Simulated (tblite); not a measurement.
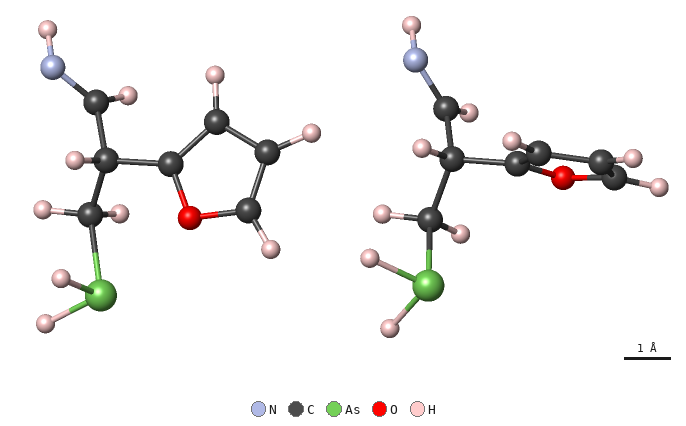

Two geometries of C7H10AsNO, drawn at one scale. One is the start of a relaxation, the other its converged end. The picture is a ball-and-stick view, seen at a tilt.

Computed with GFN2-xTB geometry optimisation, gas phase (tblite). 

Question: Which geometry has the lower energy?

Answer: The left one is the relaxed one. After 233 geometry steps the energy has fallen by 11.1 kcal/mol. The atom that moves furthest after the best rigid fit is an H atom (2.86 Å). By element the largest moves are H 2.86 Å, O 1.82 Å, C 1.44 Å, As 0.77 Å, N 0.59 Å. Near-neighbour distances that change, for instance: As–O 3.926 → 2.766 Å, As–H 1.569 → 1.499 Å, C–O 1.308 → 1.349 Å, C–C 1.378 → 1.419 Å. Bond angles that change, for instance: O–C–H 124.6° → 117.1°, C–C–O 124.7° → 117.7°, C–C–C 125.6° → 132.4°. Groups turn about C–C by about 105°, As–C by about 25°.
